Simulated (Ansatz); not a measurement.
**BCl2FH with multiplicity 2: two geometries relaxed**

Are the two ends of the reaction (atom abstraction by a radical) separate minima, and which lies lower? Each is relaxed from a guess. Meant to form: F2–Cl5; to break: B1–F2. The start is a guess near the saddle point, from which both ends are pulled out.

All numbers below are computed with Ansatz 0.2.0 (UKS B3LYP/def2-SVPD).

### Step 1. The starting structure

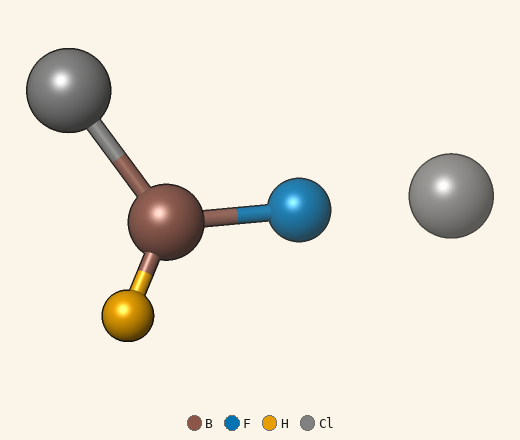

The starting structure, seen from a chosen angle (boron brown, fluorine blue, hydrogen amber, chlorine grey).

As a file:

```xyz
5

B     0.0000    0.0000    0.0000
F     0.0000    0.0000    1.5700
H     1.0305    0.0000   -0.5950
Cl   -1.6108    0.0000   -0.9300
Cl    0.0000    0.0000    3.3700
```

### Step 2. A restrained relaxation towards end A

Springs on the bonds that form and break draw the guess towards this end; the thresholds are loose.

input.yaml reads:

```yaml
crystal:
  periodic: [false, false, false]
  atoms:
    - { symbol: B, position_ang: [0.0, 0.0, 0.0] }
    - { symbol: F, position_ang: [0.0, 0.0, 1.57] }
    - { symbol: H, position_ang: [1.0305, 0.0, -0.595] }
    - { symbol: Cl, position_ang: [-1.6108, 0.0, -0.93] }
    - { symbol: Cl, position_ang: [0.0, 0.0, 3.37] }
magnetization:
  spin_polarized: true
  initial_magnetization: 1
basis:
  gaussian: { orbitals: def2-SVPD }
hamiltonian:
  xc: b3lyp
relax:
  f_tol: 0.15
  max_steps: 25
  restrain:
    - { distance: [1, 4], at: 2.7, k: 30.0 }
    - { distance: [0, 1], at: 1.32, k: 30.0 }
```

The run is started by

```console
> ansatz run input.yaml --threads 4 --pin off --max-ram 5120MiB --backend cpu --events-out ev --progress --plain --runs-dir out
```

The program printed, cut to the lines that bear on the results:

```text
Warning: RAYON_NUM_THREADS=4 ignored (pool sized by the plan → 4); use --threads N
[...]
Functional definition: B3LYP
[...]
1062 factors; integrals over basis functions are off by at most 4.2e-4 eV
[...]
mean field -28443.78706804 eV, -1045.2898948591 hartree, gradient 7.1e-5 eV, S^2 0.752373; 0 other end points of the search recorded, 0 dependent functions left out
[...]
reference -28443.78732104 eV, -1045.2899041568 hartree; 25, 24 occupied and 80, 81 virtual orbitals, 1062 factors
relax step   1: F+E_penalty+E_count = -28443.78706804 eV  Δ(F+E_penalty+E_count) = +0.000e0 eV  max|allowed force component| = 1.098e1 eV/Å  E_restraint = 13.08750000 eV  max|allowed force component, restraints' pulls added| = 4.548e1 eV/Å  Δτ_max = 0.0000 Å  (33 SCF iters, accepted)
[...]
relax step   4: F+E_penalty+E_count = -28446.55401330 eV  Δ(F+E_penalty+E_count) = -1.286e-1 eV  max|allowed force component| = 2.614e-1 eV/Å  E_restraint = 0.00084176 eV  max|allowed force component, restraints' pulls added| = 3.046e-1 eV/Å  Δτ_max = 0.1758 Å  (93 SCF iters, accepted)
[...]
relax step   5: F+E_penalty+E_count = -28446.55566754 eV  Δ(F+E_penalty+E_count) = -1.654e-3 eV  max|allowed force component| = 1.623e-1 eV/Å  E_restraint = 0.00066289 eV  max|allowed force component, restraints' pulls added| = 5.979e-2 eV/Å  Δτ_max = 0.0082 Å  (56 SCF iters, accepted)
  distance F 1 - Cl 4 = 2.7063 Å
  distance B 0 - F 1 = 1.3222 Å
1062 factors; integrals over basis functions are off by at most 3.9e-4 eV
[...]
mean field -28446.55566754 eV, -1045.3916390140 hartree, gradient 7.9e-6 eV, S^2 0.752281; 5 other end points of the search recorded, 0 dependent functions left out
[...]
reference -28446.55593091 eV, -1045.3916486927 hartree; 25, 24 occupied and 80, 81 virtual orbitals, 1062 factors
Total energy: -28446.55593091 eV, -1045.3916486927 hartree
Atom 0 at    -0.024822     0.000000    -0.096777 Å, force    -0.013432    -0.000000    -0.100000 eV/Å
Atom 1 at    -0.049721     0.000000     1.225187 Å, force    -0.038210     0.000000    -0.089177 eV/Å
Atom 2 at     1.019593    -0.000000    -0.675492 Å, force    -0.014596     0.000000    -0.014601 eV/Å
Atom 3 at    -1.550333    -0.000000    -0.968346 Å, force     0.059786     0.000000     0.041457 eV/Å
Atom 4 at     0.024984    -0.000000     3.930429 Å, force     0.006452    -0.000000     0.162321 eV/Å
Dipole moment:     0.116082     0.000000    -0.194065 e Å
```

Run time: 41 s. Hardware: 4 threads of AMD EPYC, shared host; peak memory 0.32 GiB.

Relaxation path:

```
step  energy from step 1 (eV)  largest force component (eV/Å)
   1                   0.0000                         10.9840
   2                  -2.2364                          4.1819
   3                  -2.6383                          2.4549
   4                  -2.7669                          0.2614
   5                  -2.7686                          0.1623
```

Step 1 is the start. Energies and forces in the table leave out the springs, which the log lists apart; the run stops on the force with the springs' pull added.

After: Bond lengths: B1–F2 1.322 Å, B1–H3 1.194 Å, B1–Cl4 1.757 Å. Angles: F2–B1–H3 120.1°, F2–B1–Cl4 118.7°, H3–B1–Cl4 121.3°.

Pairs that crossed the distance rule for bonds on the way: moved apart F2–Cl5.

### Step 3. Relaxing end A

It starts where the restrained run ended.

input.yaml reads:

```yaml
crystal:
  periodic: [false, false, false]
  atoms:
    - { symbol: B, position_ang: [-0.024822, 0.0, -0.096777] }
    - { symbol: F, position_ang: [-0.049721, 0.0, 1.225187] }
    - { symbol: H, position_ang: [1.019593, 0.0, -0.675492] }
    - { symbol: Cl, position_ang: [-1.550333, 0.0, -0.968346] }
    - { symbol: Cl, position_ang: [0.024984, 0.0, 3.930429] }
magnetization:
  spin_polarized: true
  initial_magnetization: 1
basis:
  gaussian: { orbitals: def2-SVPD }
hamiltonian:
  xc: b3lyp
relax:
  f_tol: 0.03
  max_steps: 50
output:
  orbitals: {}
```

The run is started by

```console
> ansatz run input.yaml --threads 4 --pin off --max-ram 5120MiB --backend cpu --events-out ev --progress --plain --runs-dir out
```

The program printed, cut to the lines that bear on the results:

```text
Warning: RAYON_NUM_THREADS=4 ignored (pool sized by the plan → 4); use --threads N
[...]
Functional definition: B3LYP
[...]
1064 factors; integrals over basis functions are off by at most 3.2e-4 eV
[...]
mean field -28446.55566867 eV, -1045.3916390557 hartree, gradient 2.9e-7 eV, S^2 0.752281; 4 other end points of the search recorded, 0 dependent functions left out
[...]
reference -28446.55593321 eV, -1045.3916487773 hartree; 25, 24 occupied and 80, 81 virtual orbitals, 1064 factors
relax step   1: F+E_penalty+E_count = -28446.55566867 eV  Δ(F+E_penalty+E_count) = +0.000e0 eV  max|allowed force component| = 1.623e-1 eV/Å  Δτ_max = 0.0000 Å  (135 SCF iters, accepted)
[...]
relax step   5: F+E_penalty+E_count = -28446.57648446 eV  Δ(F+E_penalty+E_count) = -4.562e-4 eV  max|allowed force component| = 1.268e-1 eV/Å  Δτ_max = 0.0446 Å  (98 SCF iters, accepted)
[...]
relax step   6: F+E_penalty+E_count = -28446.57700218 eV  Δ(F+E_penalty+E_count) = -5.177e-4 eV  max|allowed force component| = 2.425e-2 eV/Å  Δτ_max = 0.0069 Å  (97 SCF iters, accepted)
1064 factors; integrals over basis functions are off by at most 3.2e-4 eV
[...]
mean field -28446.57700218 eV, -1045.3924230478 hartree, gradient 3.9e-7 eV, S^2 0.752263; 5 other end points of the search recorded, 0 dependent functions left out
[...]
reference -28446.57727348 eV, -1045.3924330176 hartree; 25, 24 occupied and 80, 81 virtual orbitals, 1064 factors
Total energy: -28446.57727348 eV, -1045.3924330176 hartree
Atom 0 at    -0.021811     0.000000    -0.163584 Å, force    -0.024250    -0.000000    -0.018934 eV/Å
Atom 1 at    -0.037361     0.000000     1.158027 Å, force     0.006777    -0.000000    -0.000607 eV/Å
Atom 2 at     1.013282    -0.000000    -0.758736 Å, force     0.004724     0.000000     0.007382 eV/Å
Atom 3 at    -1.555418    -0.000000    -1.019801 Å, force     0.012237     0.000000     0.006514 eV/Å
Atom 4 at     0.021010    -0.000000     4.199095 Å, force     0.000512     0.000000     0.005645 eV/Å
Dipole moment:     0.122748     0.000000    -0.153914 e Å
```

It took 88 s on 4 threads of AMD EPYC, shared host; peak memory 0.34 GiB.

The steps of the relaxation:

```
step  energy from step 1 (eV)  largest force component (eV/Å)
   1                   0.0000                          0.1623
   2                  -0.0087                          0.1106
   3                  -0.0127                          0.6157
   4                  -0.0204                          0.0551
   5                  -0.0208                          0.1268
   6                  -0.0213                          0.0243
```

Step 1 is the start.

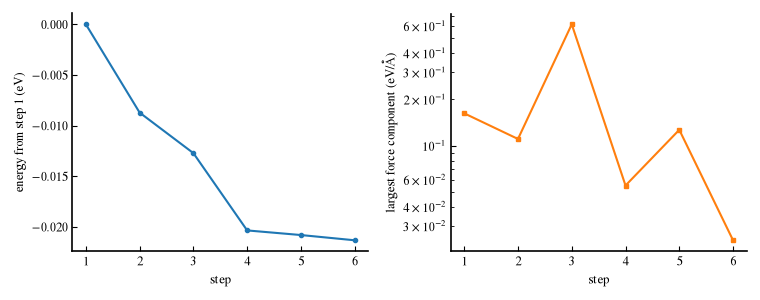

How energy and force went from step to step.

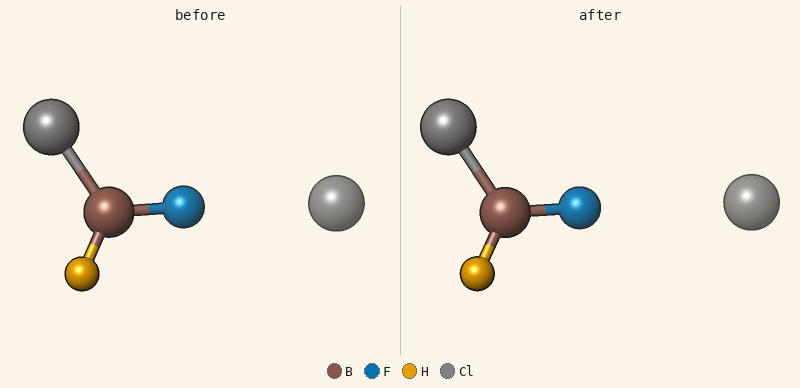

Before and after, at one scale.

After: Bond lengths: B1–F2 1.322 Å, B1–H3 1.194 Å, B1–Cl4 1.756 Å. Angles: F2–B1–H3 120.6°, F2–B1–Cl4 118.5°, H3–B1–Cl4 120.9°.

### Step 4. A restrained relaxation towards end B

Springs on the bonds that form and break draw the guess towards this end; the thresholds are loose.

input.yaml reads:

```yaml
crystal:
  periodic: [false, false, false]
  atoms:
    - { symbol: B, position_ang: [0.0, 0.0, 0.0] }
    - { symbol: F, position_ang: [0.0, 0.0, 1.57] }
    - { symbol: H, position_ang: [1.0305, 0.0, -0.595] }
    - { symbol: Cl, position_ang: [-1.6108, 0.0, -0.93] }
    - { symbol: Cl, position_ang: [0.0, 0.0, 3.37] }
magnetization:
  spin_polarized: true
  initial_magnetization: 1
basis:
  gaussian: { orbitals: def2-SVPD }
hamiltonian:
  xc: b3lyp
relax:
  f_tol: 0.15
  max_steps: 25
  restrain:
    - { distance: [1, 4], at: 1.5, k: 30.0 }
    - { distance: [0, 1], at: 2.52, k: 30.0 }
output:
  orbitals: {}
```

The run is started by

```console
> ansatz run input.yaml --threads 4 --pin off --max-ram 5120MiB --backend cpu --events-out ev --progress --plain --runs-dir out
```

The program printed, cut to the lines that bear on the results:

```text
Warning: RAYON_NUM_THREADS=4 ignored (pool sized by the plan → 4); use --threads N
[...]
Functional definition: B3LYP
[...]
1062 factors; integrals over basis functions are off by at most 4.2e-4 eV
[...]
mean field -28443.78706804 eV, -1045.2898948591 hartree, gradient 7.1e-5 eV, S^2 0.752373; 0 other end points of the search recorded, 0 dependent functions left out
[...]
reference -28443.78732104 eV, -1045.2899041568 hartree; 25, 24 occupied and 80, 81 virtual orbitals, 1062 factors
relax step   1: F+E_penalty+E_count = -28443.78706804 eV  Δ(F+E_penalty+E_count) = +0.000e0 eV  max|allowed force component| = 1.098e1 eV/Å  E_restraint = 14.88750000 eV  max|allowed force component, restraints' pulls added| = 2.673e1 eV/Å  Δτ_max = 0.0000 Å  (33 SCF iters, accepted)
[...]
  distance F 1 - Cl 4 = 1.6121 Å
  distance B 0 - F 1 = 2.5209 Å
1062 factors; integrals over basis functions are off by at most 6.3e-4 eV
[...]
mean field -28441.68875372 eV, -1045.2127832300 hartree, gradient 2.5e-5 eV, S^2 0.753457; 2 other end points of the search recorded, 0 dependent functions left out
[...]
reference -28441.68901886 eV, -1045.2127929738 hartree; 25, 24 occupied and 80, 81 virtual orbitals, 1062 factors
Total energy: -28441.68901886 eV, -1045.2127929738 hartree
Atom 0 at    -0.055997     0.000000    -0.378166 Å, force     0.013132    -0.000000    -0.072141 eV/Å
Atom 1 at    -0.012443     0.000001     2.142374 Å, force    -0.090573    -0.000000    -3.277920 eV/Å
Atom 2 at     1.021034    -0.000000    -0.904813 Å, force    -0.012127     0.000000     0.012382 eV/Å
Atom 3 at    -1.566574    -0.000000    -1.198171 Å, force    -0.004182     0.000000     0.000620 eV/Å
Atom 4 at     0.033681    -0.000000     3.753776 Å, force     0.093751     0.000000     3.337059 eV/Å
Dipole moment:     0.031914    -0.000000    -0.230804 e Å
```

Run time: 37 s. Hardware: 4 threads of AMD EPYC, shared host; peak memory 0.31 GiB.

The steps of the relaxation:

```
step  energy from step 1 (eV)  largest force component (eV/Å)
   1                   0.0000                         10.9840
   2                   1.1445                          7.2381
   3                   1.9601                          4.1283
   4                   2.1871                          3.7548
   5                   2.0140                          2.6991
   6                   2.1224                          3.4948
   7                   2.0618                          3.0315
   8                   2.0983                          3.3371
```

Step 1 is the start. Energies and forces in the table leave out the springs, which the log lists apart; the run stops on the force with the springs' pull added.

After: Bond lengths: B1–H3 1.199 Å, B1–Cl4 1.719 Å, F2–Cl5 1.612 Å. Angles: H3–B1–Cl4 125.4°.

Pairs that crossed the distance rule for bonds on the way: moved apart B1–F2.

### Step 5. Relaxing end B

It starts where the restrained run ended.

input.yaml reads:

```yaml
crystal:
  periodic: [false, false, false]
  atoms:
    - { symbol: B, position_ang: [-0.055997, 0.0, -0.378166] }
    - { symbol: F, position_ang: [-0.012443, 1.0e-06, 2.142374] }
    - { symbol: H, position_ang: [1.021034, 0.0, -0.904813] }
    - { symbol: Cl, position_ang: [-1.566574, 0.0, -1.198171] }
    - { symbol: Cl, position_ang: [0.033681, 0.0, 3.753776] }
magnetization:
  spin_polarized: true
  initial_magnetization: 1
basis:
  gaussian: { orbitals: def2-SVPD }
hamiltonian:
  xc: b3lyp
relax:
  f_tol: 0.03
  max_steps: 50
```

The run is started by

```console
> ansatz run input.yaml --threads 4 --pin off --max-ram 5120MiB --backend cpu --events-out ev --progress --plain --runs-dir out
```

The program printed, cut to the lines that bear on the results:

```text
Warning: RAYON_NUM_THREADS=4 ignored (pool sized by the plan → 4); use --threads N
[...]
Functional definition: B3LYP
[...]
1066 factors; integrals over basis functions are off by at most 3.4e-4 eV
[...]
mean field -28441.68875647 eV, -1045.2127833312 hartree, gradient 4.7e-5 eV, S^2 0.753457; 2 other end points of the search recorded, 0 dependent functions left out
[...]
reference -28441.68902197 eV, -1045.2127930881 hartree; 25, 24 occupied and 80, 81 virtual orbitals, 1066 factors
relax step   1: F+E_penalty+E_count = -28441.68875647 eV  Δ(F+E_penalty+E_count) = +0.000e0 eV  max|allowed force component| = 3.337e0 eV/Å  Δτ_max = 0.0000 Å  (44 SCF iters, accepted)
[...]
relax step   4: F+E_penalty+E_count = -28442.49730749 eV  Δ(F+E_penalty+E_count) = -5.168e-1 eV  max|allowed force component| = 3.656e0 eV/Å  Δτ_max = 0.1944 Å  (46 SCF iters, accepted)
[...]
1066 factors; integrals over basis functions are off by at most 3.9e-4 eV
[...]
mean field -28446.57746756 eV, -1045.3924401501 hartree, gradient 1.8e-7 eV, S^2 0.752263; 5 other end points of the search recorded, 0 dependent functions left out
[...]
reference -28446.57773609 eV, -1045.3924500183 hartree; 25, 24 occupied and 80, 81 virtual orbitals, 1066 factors
Total energy: -28446.57773609 eV, -1045.3924500183 hartree
Atom 0 at     0.039049     0.001667    -0.168938 Å, force    -0.006576     0.001255     0.003171 eV/Å
Atom 1 at     0.130838     0.004316     1.149984 Å, force     0.005070    -0.000524    -0.009624 eV/Å
Atom 2 at     1.024901     0.004150    -0.843044 Å, force    -0.003033    -0.000455     0.000926 eV/Å
Atom 3 at    -1.557423    -0.005083    -0.899635 Å, force     0.006470    -0.000300     0.002236 eV/Å
Atom 4 at    -0.217663    -0.005049     4.176634 Å, force    -0.001931     0.000024     0.003290 eV/Å
Dipole moment:     0.116615     0.000264    -0.165691 e Å
```

It took 1.7 min on 4 threads of AMD EPYC, shared host; peak memory 0.33 GiB.

Relaxation path:

```
step  energy from step 1 (eV)  largest force component (eV/Å)
   1                   0.0000                          3.3371
   2                  -0.1071                          2.1873
   3                  -0.2917                          1.7337
   4                  -0.8086                          3.6559
   5                  -1.9167                          5.9615
   6                  -3.3420                          5.6295
   7                  -4.6131                          3.0153
  8x                  -4.1288                         10.2720
   9                  -4.8151                          1.1034
  10                  -4.8716                          0.2626
  11                  -4.8784                          0.2041
  12                  -4.8864                          0.1376
  13                  -4.8877                          0.0965
  14                  -4.8887                          0.0096
```

Step 1 is the start. 1 step was tried and not accepted (8; marked x where the table lists them).

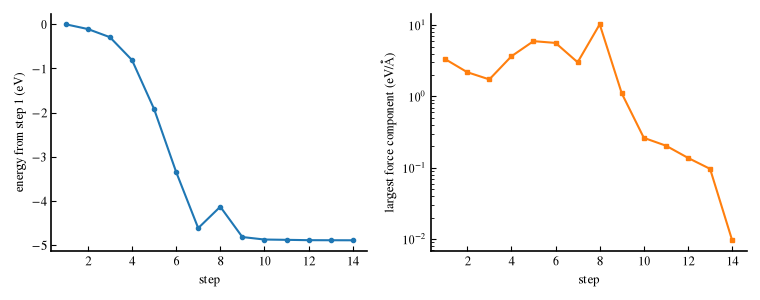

How energy and force went from step to step.

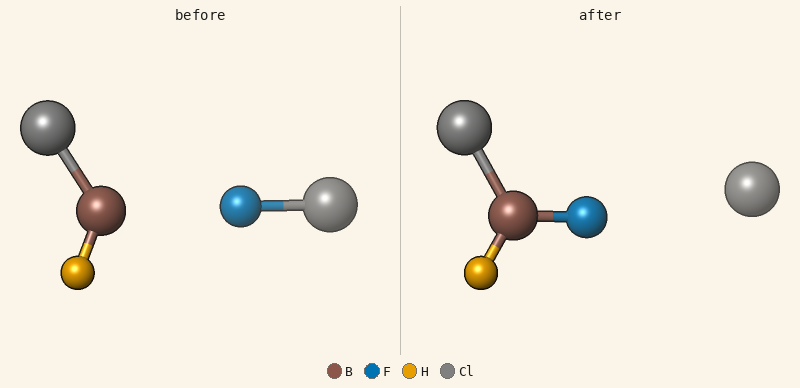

Before and after, at one scale.

After: Bond lengths: B1–F2 1.322 Å, B1–H3 1.194 Å, B1–Cl4 1.756 Å. Angles: F2–B1–H3 120.4°, F2–B1–Cl4 118.6°, H3–B1–Cl4 121.0°.

Pairs that crossed the distance rule for bonds on the way: came closer B1–F2; moved apart F2–Cl5.

### Step 6. Results

```
                           quantity                     value
                              end A   5 moves, 0.021 eV lower
                              end B  12 moves, 4.889 eV lower
largest difference between the ends                    0.18 Å
            end B relative to end A                 -0.000 eV
```

What this shows: The two relaxations end at one structure, within 0.18 Å: no second minimum was found from this start, which doesn't rule one out.
